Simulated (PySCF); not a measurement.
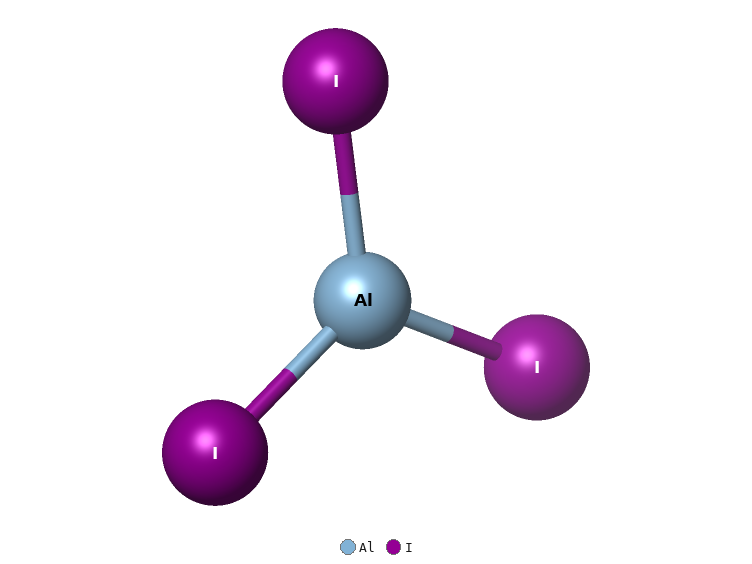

The lowest structure found in a search from several start shapes; its vibrations show a minimum. Charge 0, singlet. Method: RKS-based PBE, Al def2-SVP, I def2-SVP with ECP28; scalar-relativistic core potentials; density fitting (PySCF 2.14.0).

**What is its shape?**

AlI3 is trigonal planar (D3h), with an angle of 120° at Al.

**Does VSEPR predict this?**

The centre has 3 ligands and 0 lone pairs (AX3), for which VSEPR expects a trigonal planar shape. The calculation agrees.
